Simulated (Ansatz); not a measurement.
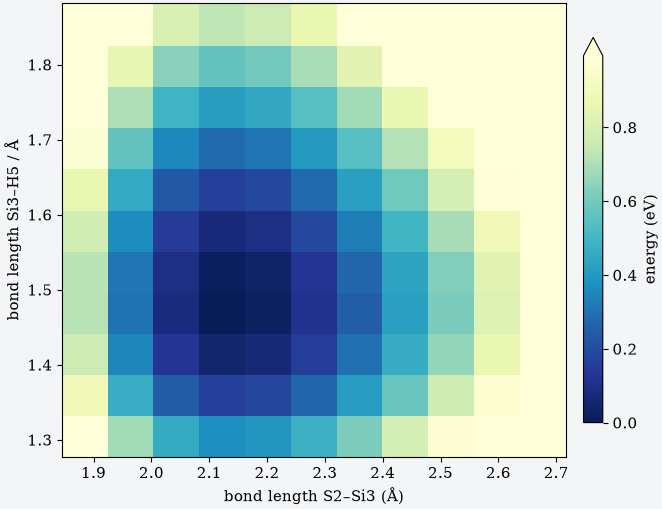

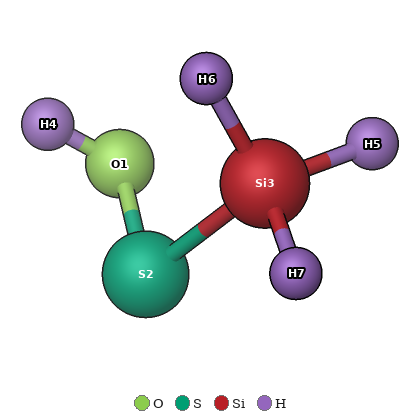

Energy landscape of H4OSSi, SMILES OS[SiH3]. The first coordinate is: bond length S2–Si3; the second: bond length Si3–H5. Nothing is relaxed (all other coordinates rigid). The scan uses an 11 × 11 grid. Points are written as (first, second). All energies are given in eV relative to the lowest grid point. Theory: RKS r2SCAN-D4/def2-TZVP in Ansatz.

The picture shows one coloured cell a grid point, one colour for all values above the top of the scale. The second picture is the structure at the lowest point.

> Where are the wells?

The lowest grid point is at (2.122 Å, 1.470 Å). It is the only kind of minimum in the scanned range. The highest grid point, (2.677 Å, 1.854 Å), lies 1.78 eV above the lowest. Round the minimum the two coordinates are nearly uncoupled.

Time for the 121 points that were run: 13 min on 1 thread of Arm Neoverse V1 (shared host).
